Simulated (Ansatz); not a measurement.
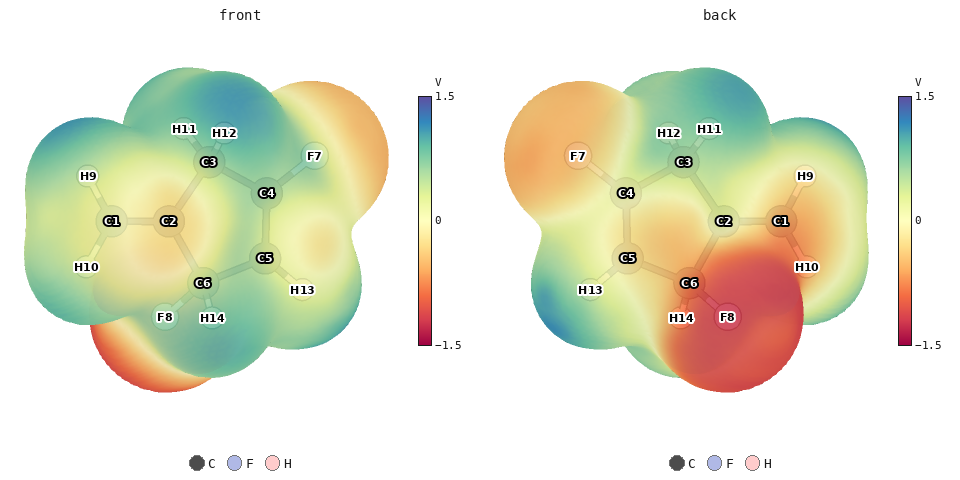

The picture shows: C6H6F2. The electrostatic potential painted on the density surface at 0.002 e/bohr³, seen from the front and from behind; red is negative and blue positive.

Geometry: B3LYP/def2-SVP.

The calculation used isolated molecule in a Gaussian basis; Kohn-Sham density functional theory, functional PBE0 (Ansatz).

Input

```
basis:
  gaussian:
    orbitals: def2-SVPD
crystal:
  periodic: [false, false, false]
  atoms:
    - {symbol: C, position_ang: [-1.605552, -0.557209, -0.462264]}
    - {symbol: C, position_ang: [-0.314963, -0.660909, -0.143716]}
    - {symbol: C, position_ang: [0.588482, 0.451250, 0.365116]}
    - {symbol: C, position_ang: [1.889139, -0.274512, 0.535167]}
    - {symbol: C, position_ang: [1.865738, -1.569262, 0.202908]}
    - {symbol: C, position_ang: [0.498141, -1.949131, -0.282194]}
    - {symbol: F, position_ang: [2.942106, 0.388309, 1.005733]}
    - {symbol: F, position_ang: [0.528301, -2.385592, -1.609660]}
    - {symbol: H, position_ang: [-2.145319, 0.390859, -0.381750]}
    - {symbol: H, position_ang: [-2.165238, -1.420695, -0.832687]}
    - {symbol: H, position_ang: [0.685483, 1.295044, -0.342044]}
    - {symbol: H, position_ang: [0.238089, 0.878295, 1.321911]}
    - {symbol: H, position_ang: [2.707169, -2.259111, 0.262120]}
    - {symbol: H, position_ang: [0.052779, -2.781777, 0.292339]}
total_charge: 0
hamiltonian:
  xc: {name: PBE0}
output: {forces: true, orbitals: {seedname: orbitals}}
```

Command:

```sh
ansatz run input.yaml --threads 4 --pin off --max-ram 7830MiB --events-out events.jsonl --progress --plain --runs-dir runs
```

Q: Which sites attract a positive test charge, and which a negative one?

A: A positive charge is drawn to the negative regions and a negative charge to the positive ones. The most negative region (about −1.2 V) lies over F8, the most positive (about +1.1 V) over H9, H12 and H13.

Q: How polar is the molecule by this calculation?

A: Its dipole moment is 1.96 D.
